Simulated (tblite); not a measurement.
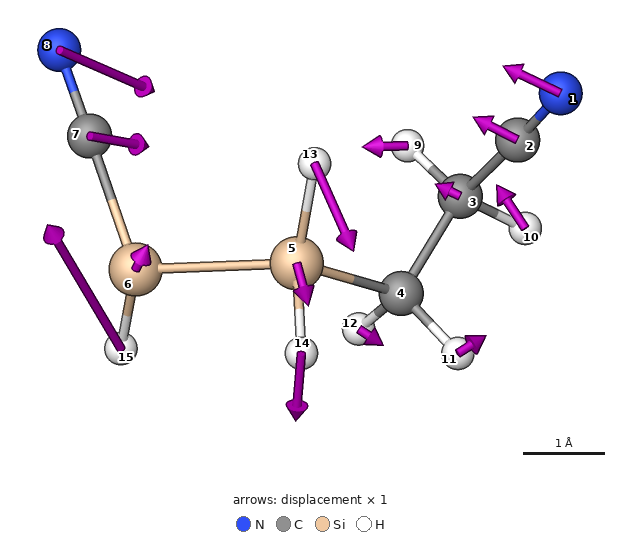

This is a relaxation of C₄H₇N₂Si₂ (multiplicity 2). The starting structure is drawn; purple arrows show the displacements, at their true length. The two geometries are superimposed by the best rigid fit.

The picture is a ball-and-stick view, seen face on.

Level of theory: GFN2-xTB geometry optimisation, gas phase (tblite 0.8.0). 

Which element moves most?

Answer. Hydrogen: up to 2.67 Å, against 1.91 Å for nitrogen.

Describe the change and its energy.

Answer. H15 moves most after the best rigid fit: 2.67 Å. By element the largest moves are H 2.67 Å, N 1.91 Å, C 1.07 Å, Si 0.57 Å. Among the contacts that change: Si5–Si6 2.196 → 2.286 Å, C4–Si5 1.844 → 1.913 Å, Si6–C7 1.800 → 1.839 Å, C3–H10 1.132 → 1.095 Å. Among the angles between lasting bonds that change: Si5–Si6–H15 116.0° → 129.4°, C7–Si6–H15 114.5° → 105.2°, Si5–Si6–C7 110.6° → 119.0°. Groups turn about C4–Si5 by about 40°. The energy falls by 0.595 eV in 224 geometry steps.
